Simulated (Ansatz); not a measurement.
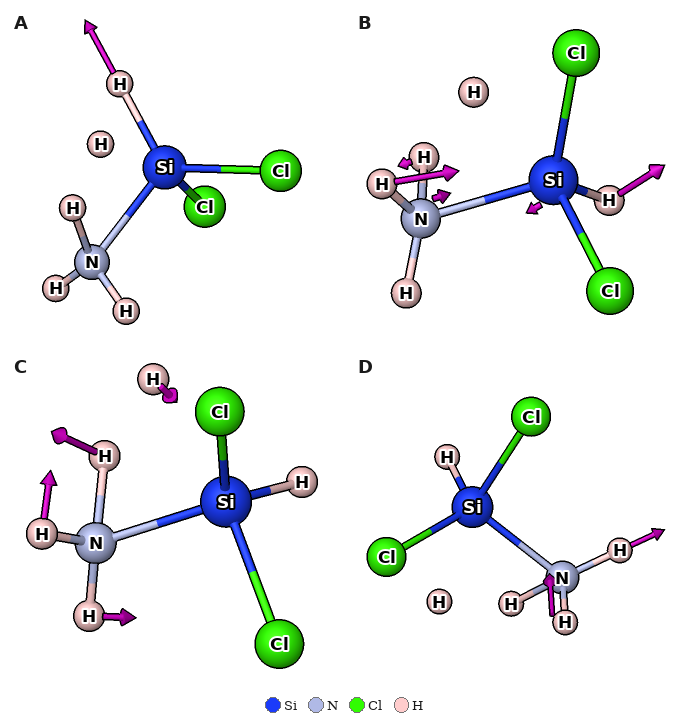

4 normal modes of one molecule or complex, as arrows. Harmonic vibrations computed with RKS PBE0-D4/def2-SVP (Ansatz 0.2.0) at a stationary point of the same level. It is a saddle point of order 1.

Match the panels to the wavenumbers 720 cm⁻¹, 1581 cm⁻¹, 2331 cm⁻¹, 3604 cm⁻¹.

Answer. A: 2331 cm⁻¹, Si–H stretching
B: 720 cm⁻¹
C: 1581 cm⁻¹, H–N–H bending
D: 3604 cm⁻¹, out-of-phase stretching of 2 N–H bonds
